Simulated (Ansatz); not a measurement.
## KTaO3 (Pm-3m): refractive index against wavelength

The refractive index of KTaO3 (Pm-3m) below the direct gap (2.83 eV on the mesh) is read from one computed spectrum, n = √(Re ε).

Cell: a, b, c = 3.988, 3.988, 3.988 Å (primitive vectors), 5 atoms.

Method: Ansatz 0.2.0, PBE, independent particles, k-mesh 6×6×6 with interpolation inside its cells, Gaussian parameter 0.1 eV.

Launch of the response step: `ansatz run input.yaml --threads 2 --pin off --max-ram 5120MiB --backend cpu --events-out ev --progress --plain --runs-dir out`. The run took 26 s, on 2 threads of Arm Neoverse V2, on a shared host.

```
wavelength (nm)  photon energy E (eV)       n
           2000                 0.620  2.3487
           1550                 0.800  2.3569
           1310                 0.946  2.3654
           1064                 1.165  2.3814
            850                 1.459  2.4099
            700                 1.771  2.4521
            633                 1.959       ?
```

In the single-oscillator model n² − 1 = E₀E_d/(E₀² − E²), so 1/(n² − 1) = E₀/E_d − E²/(E₀E_d) is linear in E².

Working, on the rows shown:

| x = E² (eV²) | y = 1/(n² − 1) |
| --- | --- |
| 0.384302 | 0.221416 |
| 0.639837 | 0.21954 |
| 0.895757 | 0.217622 |
| 1.35784 | 0.214084 |
| 2.12762 | 0.208003 |
| 3.13716 | 0.19949 |

Means: x̄ = 1.4238, ȳ = 0.21336. Σ(x − x̄)(y − ȳ) = -0.04305, Σ(x − x̄)² = 5.409. Slope = -0.04305 / 5.409 = -0.007959; intercept = ȳ − slope · x̄ = 0.22469. Turned back into n, the line misses the rows shown by at most 0.0012.

Task: Predict the last column of the withheld row from the fit.

Result: At x = 3.8364 the line gives y = 0.19416, that is 2.4800. The run gave 2.4853, so the extrapolation is off by 0.0053, 4 % of the range in the table.

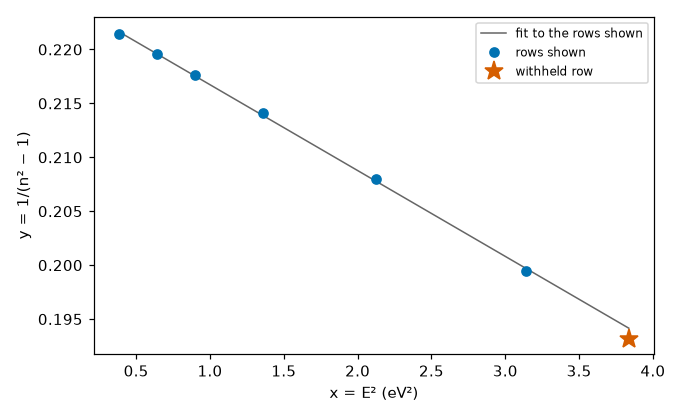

Refitted with all rows, the slope is -0.008155 and the intercept 0.2249. These give E₀ = √(intercept/−slope) = 5.25 eV and E_d = E₀/intercept = 23.4 eV; E₀ is 1.9 times the direct gap. The electronic limit at long wavelengths, without lattice vibrations, is n = √(1 + 1/intercept) = 2.334. Excitons are left out and so are local fields; PBE gaps are as a rule too small. Spin-orbit coupling is left out.

[Logs are printed without paths, hosts, clocks, repeated set-up lines and the standing remarks that a program may print on its own settings, such as how far it seeks lower states.]
